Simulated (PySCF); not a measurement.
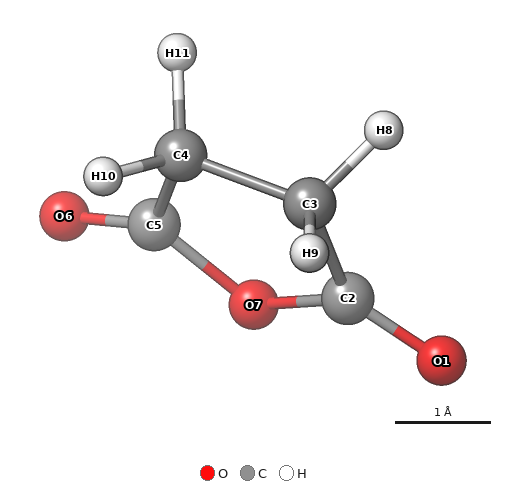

The structure (ball-and-stick view, seen at a tilt; atoms are numbered from 1 in the order of the input). Bond lengths as drawn: C–C 1.51 to 1.52 Å, C–H 1.10 Å and C–O 1.19 to 1.37 Å.

# What a change does: NMR shielding calculation on C4H4O3

System: C4H4O3.
Method of run 1: GIAO B97-D/pcSseg-1 NMR shielding, non-relativistic, gas phase (PySCF 2.14.0).

The geometry comes from this level: PBE0-D3(BJ)/def2-SVP. Text and figures count atoms from 1; the logs count them from 0 in places.

Input, run 1:
```
{"job": {"kind": "nmr", "xc": "B97-D", "basis": "pcSseg-1", "pop": false}, "charge": 0, "multiplicity": 1}
O     -1.720668    -1.203287    -1.960733
C     -0.933129    -0.824826    -1.158195
C     -0.907126     0.483804    -0.397934
C      0.333084     0.396949     0.472525
C      0.925239    -0.960773     0.160748
O      1.896507    -1.470188     0.613381
O      0.146293    -1.587520    -0.782087
H     -1.848553     0.575905     0.163106
H     -0.893438     1.306848    -1.127127
H      1.092434     1.162515     0.256111
H      0.133999     0.446896     1.552843
```

The first line tells a small driver script what to run in PySCF; the rest is the geometry in Å.

Hardware: 1 CPU thread, shared host.

Output (run 1):
```
coarse grid: 10088 points
cycle   1  E = -379.8206817986  dE =  1.372e+00  |g| = 1.330e+00  |ddm| = 3.185e+00
cycle   2  E = -377.7738386367  dE =  2.047e+00  |g| = 3.420e+00  |ddm| = 3.890e+00
cycle   3  E = -380.0511752219  dE = -2.277e+00  |g| = 6.942e-01  |ddm| = 3.329e+00
cycle   4  E = -380.1367736557  dE = -8.560e-02  |g| = 2.675e-01  |ddm| = 6.153e-01
cycle   5  E = -380.1475875294  dE = -1.081e-02  |g| = 8.948e-02  |ddm| = 1.984e-01
cycle   6  E = -380.1493924443  dE = -1.805e-03  |g| = 1.776e-02  |ddm| = 7.356e-02
cycle   7  E = -380.1494579342  dE = -6.549e-05  |g| = 5.174e-03  |ddm| = 1.644e-02
cycle   8  E = -380.1494639840  dE = -6.050e-06  |g| = 9.039e-04  |ddm| = 6.714e-03
final grid: 99944 points
cycle   9  E = -380.2420028002  dE = -1.022e-04  |g| = 9.680e-03  |ddm| = 3.283e-02
cycle  10  E = -380.2419190146  dE =  8.379e-05  |g| = 2.240e-02  |ddm| = 2.032e-02
cycle  11  E = -380.2420191560  dE = -1.001e-04  |g| = 5.049e-03  |ddm| = 1.604e-02
cycle  12  E = -380.2420236432  dE = -4.487e-06  |g| = 1.186e-03  |ddm| = 3.865e-03
cycle  13  E = -380.2420238800  dE = -2.368e-07  |g| = 3.798e-04  |ddm| = 9.873e-04
cycle  14  E = -380.2420239069  dE = -2.694e-08  |g| = 8.557e-05  |ddm| = 3.173e-04
cycle  15  E = -380.2420239079  dE = -9.804e-10  |g| = 4.987e-05  |ddm| = 8.167e-05
cycle  16  E = -380.2420239084  dE = -4.652e-10  |g| = 1.402e-05  |ddm| = 4.183e-05
converged SCF energy = -380.2420239084

GIAO shielding tensors (ppm)
atom      isotropic    diamagn.    paramagn.     s11        s22        s33       span
  0 O     -113.966     396.592    -510.559   -429.775   -213.496    301.372    731.147
  1 C       10.766     249.958    -239.192    -85.821     47.633     70.485    156.306
  2 C      149.441     252.841    -103.399    127.560    148.012    172.753     45.193
  3 C      149.421     252.723    -103.302    127.507    148.025    172.731     45.224
  4 C       10.733     250.492    -239.759    -85.858     47.638     70.419    156.277
  5 O     -114.005     398.172    -512.177   -429.893   -213.452    301.330    731.223
  6 O      -29.037     402.001    -431.038   -182.572    -75.807    171.268    353.840
  7 H       28.823      29.391      -0.568     24.948     27.846     33.675      8.728
  8 H       28.824      29.401      -0.577     24.952     27.850     33.670      8.718
  9 H       28.820      29.960      -1.140     24.950     27.839     33.671      8.721
 10 H       28.827      29.965      -1.138     24.946     27.862     33.672      8.725
```

Run 2 used a changed input.

The two runs side by side:

```tsv
quantity	run 1	run 2
outcome	converged	converged
total energy (hartree)	−380.242024	−386.484526
HOMO (eV)	−6.78	−6.92
LUMO (eV)	−1.93	−1.91
dipole moment (D)	4.34	4.32
shielding of O1 (ppm)	−114.0	−101.3
shielding of C2 (ppm)	10.8	19.0
shielding of C3 (ppm)	149.4	154.2
shielding of C4 (ppm)	149.4	154.1
shielding of C5 (ppm)	10.7	18.9
shielding of O6 (ppm)	−114.0	−101.3
shielding of O7 (ppm)	−29.0	−24.4
SCF iterations	16	16
basis functions	139	139
wall time (shared host)	18 s	19 s
```

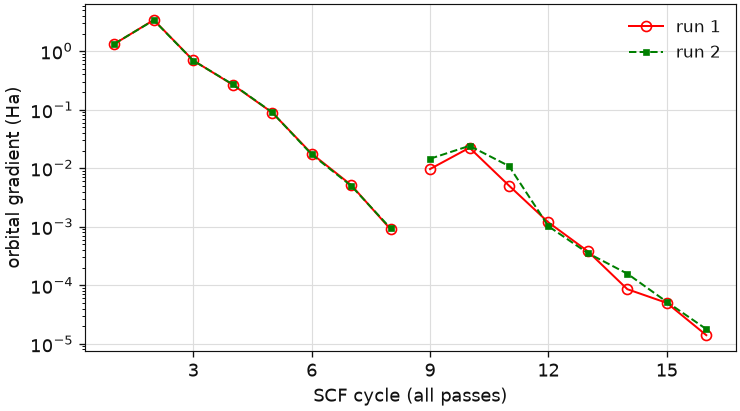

Convergence of the two runs: orbital gradient against the SCF cycle. A break in a curve parts two SCF passes (coarse and final grid). Run 1 takes 16 cycles in all, and run 2 takes 16.

What was changed in the input?

The change (lines with − go, lines with + come):
```diff
-"xc": "B97-D"
+"xc": "KT2"
```

The total energies belong to different methods, so their difference says nothing on which is more stable or more accurate. The HOMO goes from −6.78 to −6.92 eV. Of all shieldings, the largest change is that of O1 and O6, by +12.7 ppm. The functional changes from B97-D to KT2. The number of SCF iterations is the same.

Output (run 2):
```
coarse grid: 10088 points
cycle   1  E = -386.0291093989  dE =  1.431e+00  |g| = 1.338e+00  |ddm| = 3.144e+00
cycle   2  E = -383.9856982004  dE =  2.043e+00  |g| = 3.386e+00  |ddm| = 4.279e+00
cycle   3  E = -386.2670639640  dE = -2.281e+00  |g| = 6.900e-01  |ddm| = 3.698e+00
cycle   4  E = -386.3523331300  dE = -8.527e-02  |g| = 2.712e-01  |ddm| = 6.398e-01
cycle   5  E = -386.3636971642  dE = -1.136e-02  |g| = 9.012e-02  |ddm| = 2.130e-01
cycle   6  E = -386.3655656873  dE = -1.869e-03  |g| = 1.720e-02  |ddm| = 7.636e-02
cycle   7  E = -386.3656279731  dE = -6.229e-05  |g| = 5.016e-03  |ddm| = 1.634e-02
cycle   8  E = -386.3656336944  dE = -5.721e-06  |g| = 9.409e-04  |ddm| = 6.955e-03
final grid: 99944 points
cycle   9  E = -386.4844781121  dE = -2.761e-04  |g| = 1.451e-02  |ddm| = 5.254e-02
cycle  10  E = -386.4843947929  dE =  8.332e-05  |g| = 2.413e-02  |ddm| = 2.788e-02
cycle  11  E = -386.4845040711  dE = -1.093e-04  |g| = 1.090e-02  |ddm| = 2.143e-02
cycle  12  E = -386.4845256295  dE = -2.156e-05  |g| = 1.019e-03  |ddm| = 7.853e-03
cycle  13  E = -386.4845258429  dE = -2.134e-07  |g| = 3.534e-04  |ddm| = 9.289e-04
cycle  14  E = -386.4845258643  dE = -2.142e-08  |g| = 1.575e-04  |ddm| = 4.357e-04
cycle  15  E = -386.4845258686  dE = -4.306e-09  |g| = 5.190e-05  |ddm| = 1.210e-04
cycle  16  E = -386.4845258691  dE = -5.510e-10  |g| = 1.780e-05  |ddm| = 5.490e-05
converged SCF energy = -386.4845258691

GIAO shielding tensors (ppm)
atom      isotropic    diamagn.    paramagn.     s11        s22        s33       span
  0 O     -101.288     397.105    -498.393   -403.807   -196.396    296.338    700.146
  1 C       18.970     250.013    -231.043    -72.737     52.028     77.619    150.356
  2 C      154.161     254.083     -99.922    131.366    153.565    177.551     46.185
  3 C      154.144     253.878     -99.735    131.321    153.578    177.532     46.211
  4 C       18.941     250.548    -231.607    -72.767     52.036     77.553    150.320
  5 O     -101.318     398.711    -500.028   -403.904   -196.346    296.298    700.202
  6 O      -24.419     402.576    -426.995   -179.646    -69.991    176.381    356.027
  7 H       28.613      29.275      -0.662     24.601     27.524     33.715      9.115
  8 H       28.614      29.286      -0.671     24.604     27.527     33.711      9.106
  9 H       28.610      29.803      -1.193     24.603     27.516     33.711      9.109
 10 H       28.617      29.811      -1.194     24.599     27.540     33.713      9.114
```
